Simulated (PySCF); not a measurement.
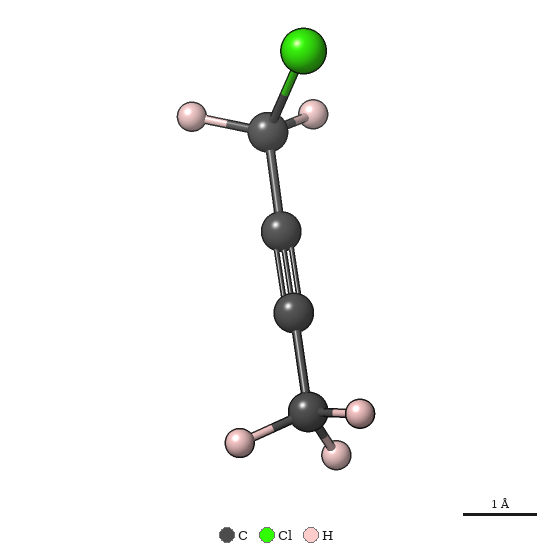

A ball-and-stick model of a molecule.

Computed geometry: GFN2-xTB optimisation. No frequency run is at hand to confirm it as a minimum.

What does the picture show?

It has 10 atoms: 4 carbon, 5 hydrogen and 1 chlorine (C4H5Cl). SMILES: `CC#CCCl`. It has no ring. Among its groups: alkyne, C–Cl bond. Coordination: 2 C tetrahedral; 2 C linear.

The parts below concern this one geometry. Atoms keep their numbers from picture to picture.

### Geometry

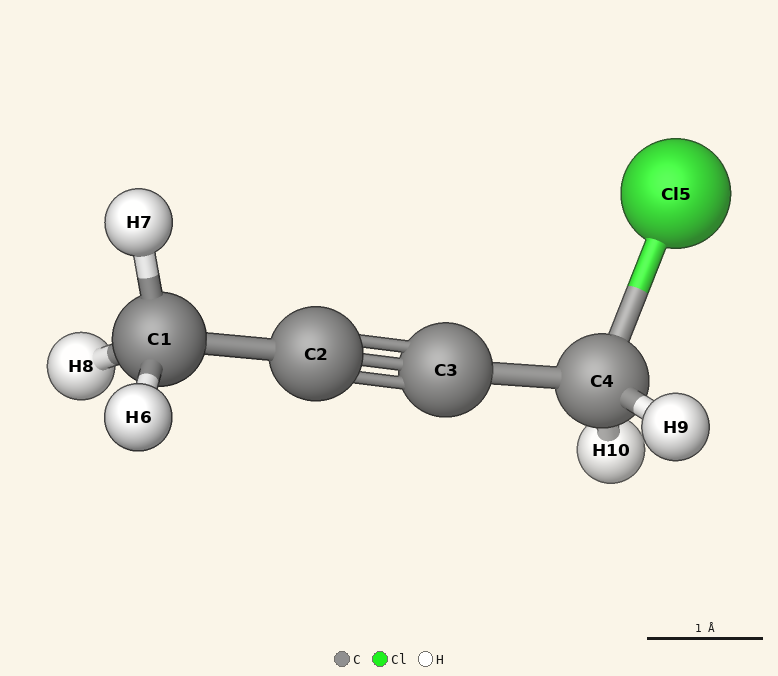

No frequency run is at hand to confirm it as a minimum.

Estimate the angles C2–C1–H6, C2–C1–H7, C2–C1–H8, C1–C2–C3, C2–C3–C4, C3–C4–Cl5, C3–C4–H9, C3–C4–H10, Cl5–C4–H9, Cl5–C4–H10.

```tsv
angle	degrees
C2–C1–H6	110.0
C2–C1–H7	109.6
C2–C1–H8	110.1
C1–C2–C3	178.2
C2–C3–C4	177.0
C3–C4–Cl5	110.4
C3–C4–H9	111.3
C3–C4–H10	111.3
Cl5–C4–H9	106.6
Cl5–C4–H10	106.6
```

### Electronic properties

No frequency run is at hand to confirm it as a minimum. Method: PBE0/def2-SVPD, gas phase (PySCF 2.14.0). Excitations: vertical, linear response.

What does the calculation give?

- dipole moment: 2.37 D
- HOMO energy (Kohn–Sham orbital): −7.67 eV
- LUMO energy (Kohn–Sham orbital): −0.29 eV
- HOMO–LUMO gap: 7.38 eV
- mean static polarisability: 63.8 bohr³
- lowest vertical singlet excitation: 5.69 eV
- its oscillator strength: 0.000
- brightest of the 6 lowest singlets: 6.22 eV
- its oscillator strength: 0.09

### NMR shielding

The questions are on isotropic NMR shieldings of the C atoms. No frequency run is at hand to confirm it as a minimum. Level of theory: GIAO PBE0/pcSseg-1 NMR shielding, non-relativistic, gas phase (PySCF 2.14.0).

Give the isotropic NMR shieldings of the C atoms atom by atom.

```json
{"atom": "C1", "σ (ppm)": "181.9"}
{"atom": "C2", "σ (ppm)": "93.6"}
{"atom": "C3", "σ (ppm)": "105.7"}
{"atom": "C4", "σ (ppm)": "148.3"}
```

### Quadrupole coupling

No frequency run is at hand to confirm it as a minimum. Electric field gradients from the ground-state density, PBE0/pcSseg-1 (PySCF 2.14.0), non-relativistic apart from any core potentials.

Give the largest field-gradient component, the quadrupole coupling constant and the asymmetry for 35Cl at Cl5 (Q = −81.7 mb), 2H at H6 (Q = 2.86 mb), 2H at H7 (Q = 2.86 mb).

| atom | V_zz (a.u.) | e²qQ/h (MHz) | η |
| --- | --- | --- | --- |
| Cl5 | 4.183 | −80.3 | 0.01 |
| H6 | 0.309 | 0.207 | 0.03 |
| H7 | 0.308 | 0.207 | 0.02 |

### Bond orders

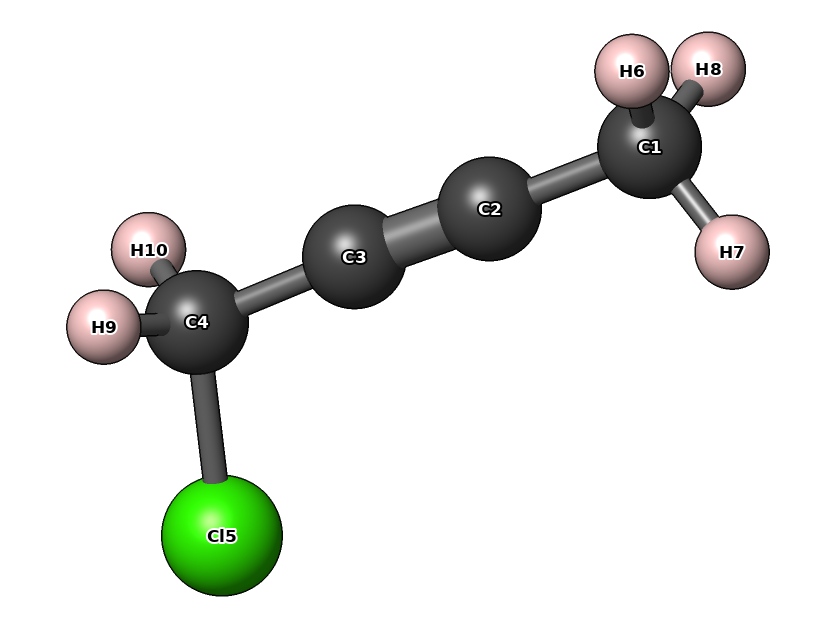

The thickness of each stick grows with its Mayer bond order. No frequency run is at hand to confirm it as a minimum. Method: PBE0/pcSseg-1 (PySCF 2.14.0).

**Which bond has the highest Mayer bond order?**

C2–C3, 2.54, at a length of 1.200 Å.

List the Mayer bond orders of C1–C2, C1–H6, C1–H7, C1–H8, C2–C3, C3–C4, C4–Cl5, C4–H9, C4–H10. Atoms whose distances differ by more than 0.02 Å in this geometry are listed apart.

```csv
bond,Mayer order,length (Å)
C1–C2,1.22,1.444
C1–H6,0.93,1.090
C1–H7,0.92,1.090
C1–H8,0.93,1.090
C2–C3,2.54,1.200
C3–C4,1.11,1.439
C4–Cl5,1.02,1.807
C4–H9,0.92,1.091
C4–H10,0.92,1.091
```
